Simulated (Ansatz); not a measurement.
# C₄H₅FSi: small, medium and large basis sets

Aim: see how fast density functionals converge with the basis set for C₄H₅FSi.

Computed with Ansatz 0.2.0, Gaussian basis. Level: one geometry, several basis sets.

The runs, in order: PBE0-D4/def2-SVP; ωB97M-V/def2-SVP; PBE0-D4/def2-QZVPP; ωB97M-V/def2-QZVPP; the functionals' def2-TZVPP values are taken from earlier runs.

### 1 The geometry

The geometry comes from an earlier relaxation with PBE0-D4 in a triple-zeta def2 set; it is a stationary point, not always the lowest conformer.

11 atoms, charge 0, spin multiplicity 1.

Atoms are counted from 1 here; the program's logs count them from 0.

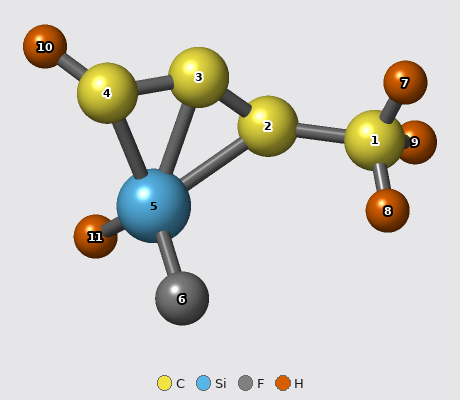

The structure; carbon yellow, silicon blue, fluorine grey, hydrogen orange; atoms are numbered from 1 in the order of the file.

Coordinates:

```mol
C4H5FSi
  3D, bonds by distance, orders not assigned

 11 12  0  0  0  0  0  0  0  0999 V2000
    0.8308   -0.9261    1.3889 C   0  0
    0.5364   -0.3670    0.0463 C   0  0
    0.6656    0.8175   -0.5084 C   0  0
   -0.0779    1.6832   -1.2222 C   0  0
   -1.0689    0.1621   -0.8682 Si  0  0
   -2.2706    0.2153    0.1676 F   0  0
    1.5605   -0.3184    1.9288 H   0  0
   -0.0848   -0.9657    1.9882 H   0  0
    1.2112   -1.9471    1.3200 H   0  0
    0.2394    2.1552   -2.1432 H   0  0
   -1.4763   -0.5657   -2.0770 H   0  0
  1  2  8  0
  1  7  8  0
  1  8  8  0
  1  9  8  0
  2  3  8  0
  2  5  8  0
  3  4  8  0
  3  5  8  0
  4  5  8  0
  4 10  8  0
  5  6  8  0
  5 11  8  0
M  END
```

### 2 PBE0-D4 in def2-SVP

Contents of in.yaml:

```yaml
crystal:
  periodic: [false, false, false]
  atoms:
    - {symbol: C, position_ang: [0.830785, -0.926144, 1.388883]}
    - {symbol: C, position_ang: [0.536391, -0.367042, 0.046275]}
    - {symbol: C, position_ang: [0.665602, 0.817476, -0.508376]}
    - {symbol: C, position_ang: [-0.077903, 1.683233, -1.222210]}
    - {symbol: Si, position_ang: [-1.068895, 0.162058, -0.868207]}
    - {symbol: F, position_ang: [-2.270619, 0.215275, 0.167595]}
    - {symbol: H, position_ang: [1.560462, -0.318374, 1.928756]}
    - {symbol: H, position_ang: [-0.084826, -0.965652, 1.988191]}
    - {symbol: H, position_ang: [1.211198, -1.947117, 1.320018]}
    - {symbol: H, position_ang: [0.239432, 2.155223, -2.143193]}
    - {symbol: H, position_ang: [-1.476326, -0.565737, -2.077030]}
basis:
  gaussian: {orbitals: def2-SVP}
hamiltonian: {xc: pbe0, dispersion: d4}
output: {orbitals: {seedname: orbitals}}
```

Launch:

```console
$ ansatz run in.yaml --threads 4 --pin off --events-out ev --progress --plain --max-ram 10444MiB
```

After this run come: ωB97M-V in def2-SVP; PBE0-D4 in def2-QZVPP; ωB97M-V in def2-QZVPP.

Before running them: what should the planned runs give, taken together? Wanted: PBE0-D4: double and triple zeta above quadruple; ωB97M-V: double and triple zeta above quadruple.

The runs gave:

```
                                       quantity           value
PBE0-D4: double and triple zeta above quadruple  11.70, 0.67 eV
ωB97M-V: double and triple zeta above quadruple  11.93, 0.62 eV
```

**Reading.** PBE0-D4 gains 11.04 eV from double to triple zeta, then 0.67 eV more. These are total energies; as a rule much of such shifts cancels in differences, which this series doesn't test.
